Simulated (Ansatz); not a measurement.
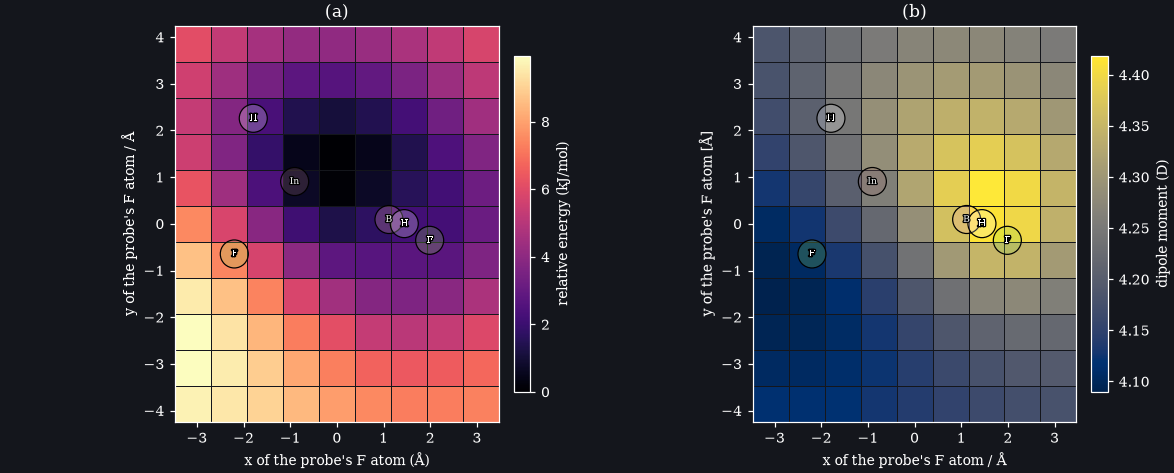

BF₂H₂In (SMILES F[BH][InH][F]) with the probe HF. 
- The probe is moved over a plane parallel to the molecule's main plane, 4.01 Å above it.
- First axis: x of the probe's F atom. Second axis: y of the probe's F atom.
- Nothing is relaxed (molecule and probe rigid, the probe upright with F nearest the plane).
- Grid: 9 × 11 points.
- All energies are given in kJ/mol relative to the lowest grid point.
- All numbers below come from RKS PBE-D4/def2-SVPD in Ansatz.

Panel (a) is the energy and panel (b) the computed dipole moment on the same grid.

In the figure: one coloured cell a grid point, labelled circles for the molecule's atoms, projected on the plane.

> How does the dipole moment vary over the map, and what is it at the lowest grid point?

Leaving out the highest fifth of the energies, it runs from 4.13 D at x of the probe's F atom = −2.31 Å, y of the probe's F atom = 0.00 Å to 4.42 D at x of the probe's F atom = 1.54 Å, y of the probe's F atom = 0.77 Å. At the lowest grid point, x of the probe's F atom = 0.00 Å, y of the probe's F atom = 1.54 Å, it is 4.33 D.
